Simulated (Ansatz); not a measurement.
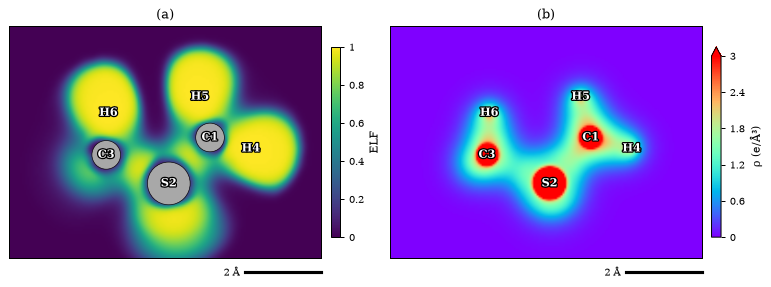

*C2H5S (charge +1). (a) ELF; (b) electron density on the plane of atoms S2, C3 and H6. Grey discs cover the atomic cores in the ELF map.*

Theory: RKS PBE/def2-SVP (Ansatz).

The calculation's input:

```
crystal:
  periodic: [false, false, false]
  atoms:
    - { symbol: C, position_ang: [-0.86148, 0.83283, -0.91797] }
    - { symbol: S, position_ang: [0.11305, -0.44935, -0.99739] }
    - { symbol: C, position_ang: [0.69707, -0.68183, 0.68663] }
    - { symbol: H, position_ang: [-1.35131, 1.17112, -1.82077] }
    - { symbol: H, position_ang: [-1.06495, 1.38458, -0.01124] }
    - { symbol: H, position_ang: [0.54508, 0.20588, 1.29273] }
    - { symbol: H, position_ang: [1.75514, -0.93419, 0.64495] }
    - { symbol: H, position_ang: [0.1674, -1.52904, 1.12305] }
total_charge: 1
basis:
  gaussian: { orbitals: def2-SVP }
hamiltonian:
  xc: pbe
relax:
  f_tol: 0.02
  max_steps: 40
scf:
  lower_state_search: "off"
output:
  orbitals: {}
```

Run with:

```sh
ansatz run input.yaml --threads 1 --pin off --max-ram 2048MiB --backend cpu --events-out ev --progress --plain --runs-dir out
```

The fields are those of the run's last geometry, not of the input's.

Describe what can be read from this map.

- The section cuts through C, S and H sites.
- C–S (1.63 Å): ρ at the midpoint is about 1.7 e/Å³; the ELF peaks at about 0.90 between the atoms, as expected for localised, covalent bonding.
- C–H (1.11 Å): ρ at the midpoint is about 1.9 e/Å³; the ELF climbs to about 1 towards the hydrogen, as it does in any bond to H (a covalent bond by its length).
- C–S (1.81 Å): ρ is about 1.3 e/Å³ halfway; the ELF peaks at about 0.95 between the atoms, as expected for a covalent bond.
- The ELF also peaks beside S2, away from the bonds: lone-pair regions.
